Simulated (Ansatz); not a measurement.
**C2H11NOSi2 (SMILES NC[SiH2]C(O)[SiH3]): density, localisation and related maps**

Input file:

```
crystal:
  periodic: [false, false, false]
  atoms:
    - { symbol: "N", position_ang: [2.0691, -0.7909, -1.6181] }
    - { symbol: C, position_ang: [2.1531, -0.2815, -0.2475] }
    - { symbol: Si, position_ang: [0.5269, -0.4364, 0.7214] }
    - { symbol: C, position_ang: [-0.7018, 0.6855, -0.053] }
    - { symbol: O, position_ang: [-0.9693, 0.4822, -1.4881] }
    - { symbol: Si, position_ang: [-2.2667, 0.3946, 1.0691] }
    - { symbol: H, position_ang: [1.8015, -1.7344, -1.6399] }
    - { symbol: H, position_ang: [1.2715, -0.2481, -2.0856] }
    - { symbol: H, position_ang: [2.9521, -0.8369, 0.2865] }
    - { symbol: H, position_ang: [2.4767, 0.7703, -0.2337] }
    - { symbol: H, position_ang: [0.1227, -1.8652, 0.7472] }
    - { symbol: H, position_ang: [0.8326, -0.0177, 2.1595] }
    - { symbol: H, position_ang: [-0.4965, 1.7389, 0.0625] }
    - { symbol: H, position_ang: [-1.7047, 1.1093, -1.737] }
    - { symbol: H, position_ang: [-3.3837, 1.211, 0.5771] }
    - { symbol: H, position_ang: [-2.7232, -0.9985, 1.0482] }
    - { symbol: H, position_ang: [-1.9795, 0.8172, 2.4716] }
basis:
  gaussian: { orbitals: "6-31G*" }
hamiltonian:
  xc: pbe0
  dispersion: d4
relax:
  f_tol: 0.015
  max_steps: 40
output:
  orbitals: {}
```

Launched as:

```sh
ansatz run input.yaml --threads 2 --pin off --max-ram 3072MiB --backend cpu --events-out ev --progress --plain --runs-dir out
```

The fields are those of the run's last geometry, not of the input's.

The calculation used RKS PBE0-D4/6-31G* in Ansatz.

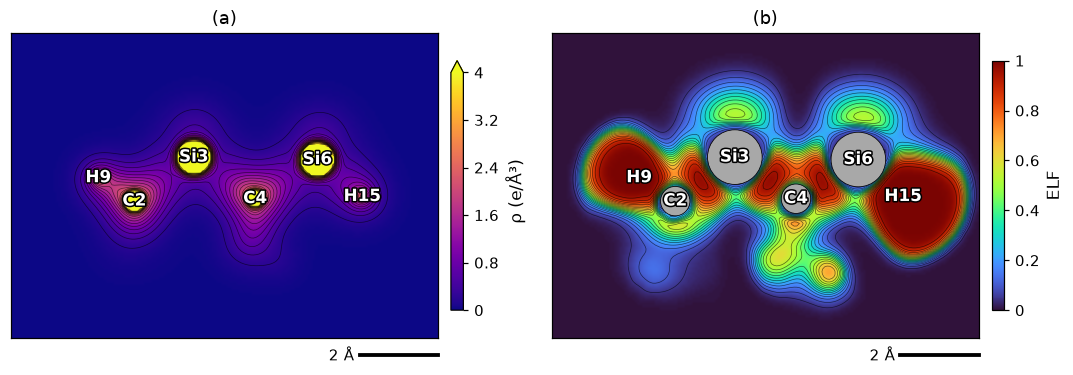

Figure 1. (a) electron density; (b) ELF on the plane of atoms Si3, C2 and H9. Grey discs cover the atomic cores in the ELF map.

### Describe what can be read from this map.

- The section cuts through C, Si and H sites.
- C–Si (1.90 Å): ρ at the midpoint is about 0.94 e/Å³; the ELF peaks at about 0.95 between the atoms, as expected for a covalent bond.
- C–H (1.10 Å): ρ is about 1.9 e/Å³ halfway; the ELF climbs to about 1 towards the hydrogen, as it does in any bond to H: a covalent bond by its length.
- Si–H (1.50 Å): ρ is about 0.76 e/Å³ halfway; the ELF climbs to about 1 towards the hydrogen.

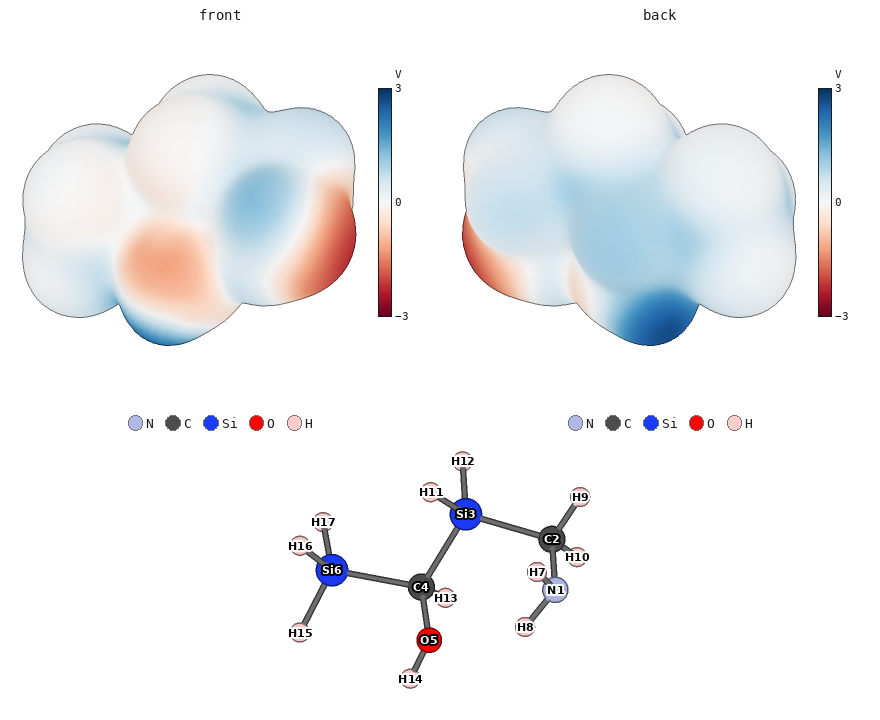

Figure 2. The electrostatic potential painted on the density surface at 0.002 e/bohr³, seen from the front and from behind; red is negative and blue positive. The bare structure is drawn below in the same view.

### Where is the surface potential most negative and most positive?

The most negative region (about −2.1 V) lies over N1, the most positive (about +2.5 V) over H14. N1 is the likeliest acceptor of a hydrogen bond.

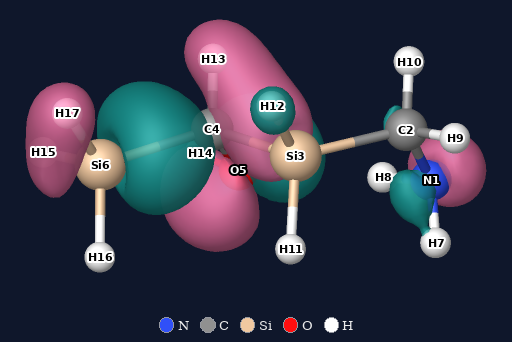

Figure 3. The HOMO−1 at ±0.1 Å⁻³ᐟ² (teal and pink are the two phases), seen from one side.

### What is the character of this orbital?

Its weight (Hirshfeld) is mainly on O5 (about 40 %), C4 (about 20 %) and Si6 (about 15 %). Its energy is −7.60 eV.
